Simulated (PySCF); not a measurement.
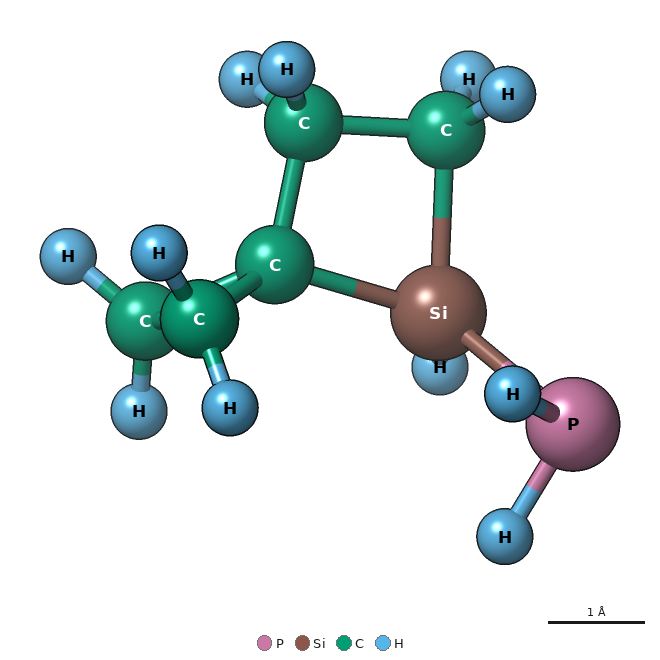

Rendered structure (ball-and-stick style).

The computed structure is the end point of a GFN2-xTB optimisation. No frequency run is at hand to confirm it as a minimum.

Question: Give the formula.

Answer: C5H11PSi, 18 atoms: 5 carbon, 11 hydrogen, 1 phosphorus and 1 silicon.

Question: How many bonds of each kind are drawn?

Answer: 8 C–H, 5 C–C, 2 C–Si, 2 P–H, 1 P–Si, 1 Si–H.

Question: What is its SMILES?

Answer: P[Si@@H]1CCC12CC2

Question: Which point group does it belong to?

Answer: C1.

Question: Describe its rings.

Answer: Independent rings (smallest set): 1 of 3 members, 1 of 4 members.

The parts below concern this one geometry. Atoms keep their numbers from picture to picture.

## Shape

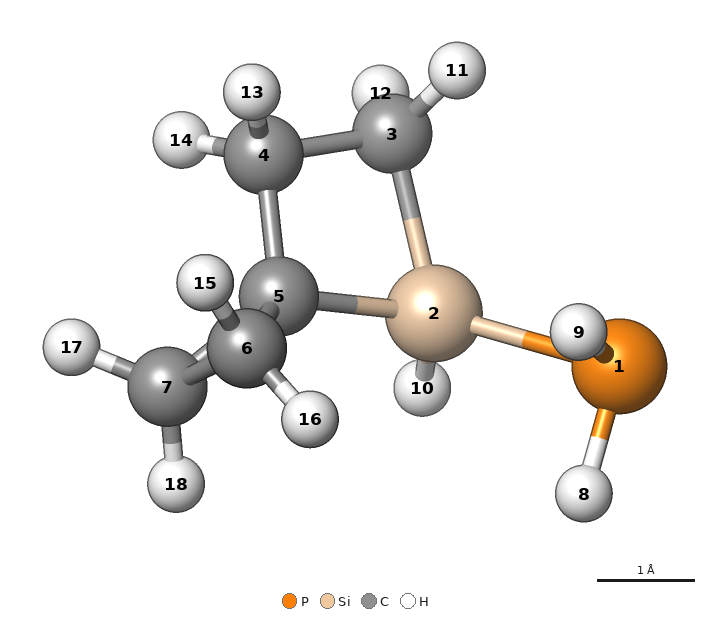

The atoms are numbered. No frequency run is at hand to confirm it as a minimum.

Estimate the angles P1–Si2–C3, Si2–C5–C6, Si2–C5–C7, C3–C4–C5, C4–C5–C7, C5–C6–C7, C5–C6–H15, C5–C6–H16, C5–C7–H17, C6–C5–C7, C6–C7–H17, C6–C7–H18.

```csv
angle,degrees
P1–Si2–C3,117.1
Si2–C5–C6,129.2
Si2–C5–C7,131.1
C3–C4–C5,99.3
C4–C5–C7,123.5
C5–C6–C7,60.1
C5–C6–H15,117.8
C5–C6–H16,118.7
C5–C7–H17,117.6
C6–C5–C7,59.7
C6–C7–H17,118.2
C6–C7–H18,118.5
```

## Dipole moment

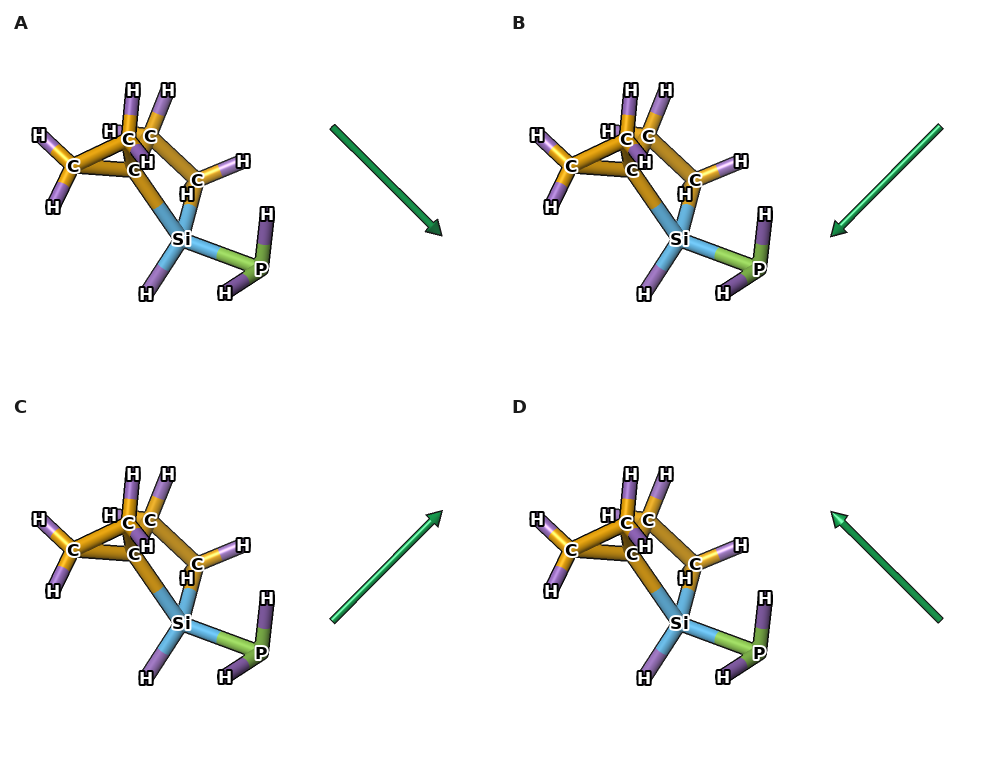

The same molecule four times, each with an arrow. No frequency run is at hand to confirm it as a minimum. Level of theory: CAM-B3LYP/def2-SVPD, gas phase (PySCF 2.14.0).

Question: Which arrow points along the dipole moment, from the negative to the positive end?

Answer: D. The dipole moment is 0.85 D.

## Excitation

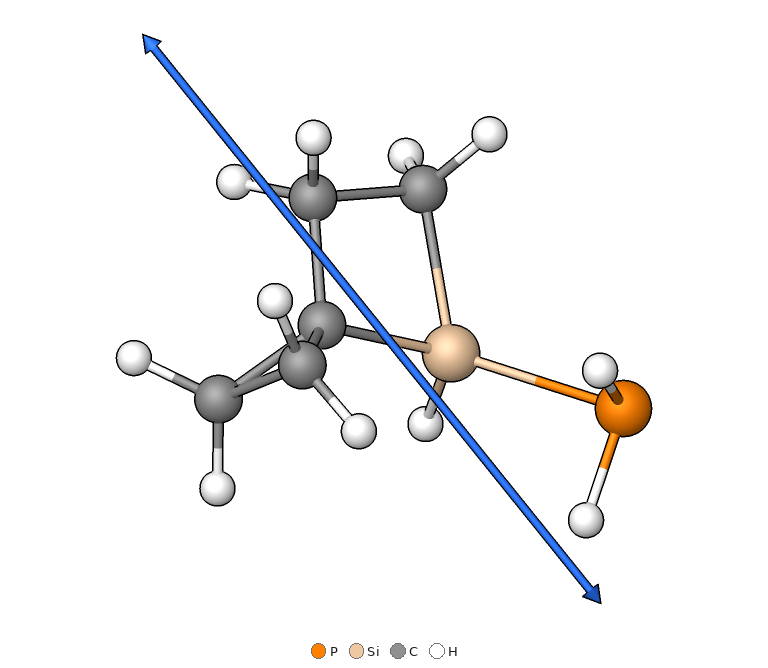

The double arrow shows the direction of the transition dipole to excited singlet state 1 (its length means nothing). No frequency run is at hand to confirm it as a minimum. Level of theory: TDDFT CAM-B3LYP/def2-SVPD, vertical, gas phase, core orbitals frozen in the response (PySCF 2.14.0).

Question: Give its energy, strength and character.

Answer: 6.44 eV (192 nm), oscillator strength 0.028, of mixed character, with the largest part HOMO → LUMO+3 (weight 0.28); transition dipole 1.07 D.

## Polarisability

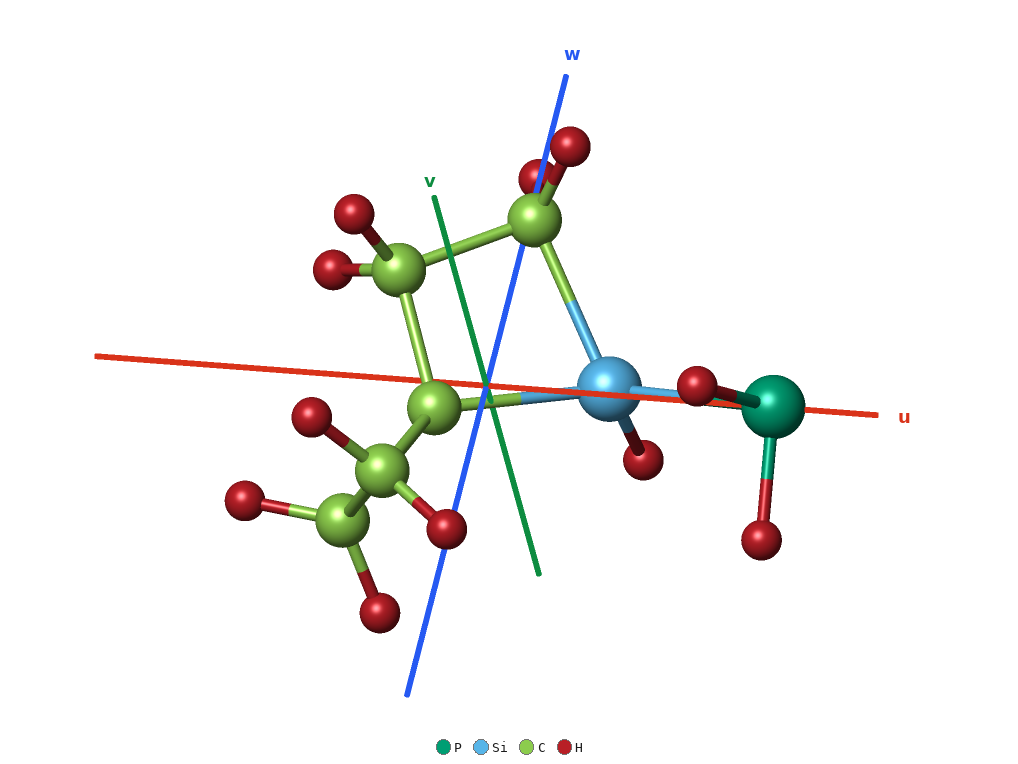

The lines u, v and w are the principal axes of the static dipole polarisability. No frequency run is at hand to confirm it as a minimum. Level of theory: CAM-B3LYP/def2-SVPD (PySCF 2.14.0).

Question: Along which axis is the molecule most polarisable, and along which least?

Answer: Most along u, least along v.

Question: Give the three principal values.

Answer: u 125.6, v 93.7, w 104.2 bohr³; mean 107.8, anisotropy 28.1 bohr³.

The geometry is semi-empirical. Around P, Si such bond lengths and angles can be off by a tenth of an ångström or more and by several degrees, and values that hang on the shape move with them.
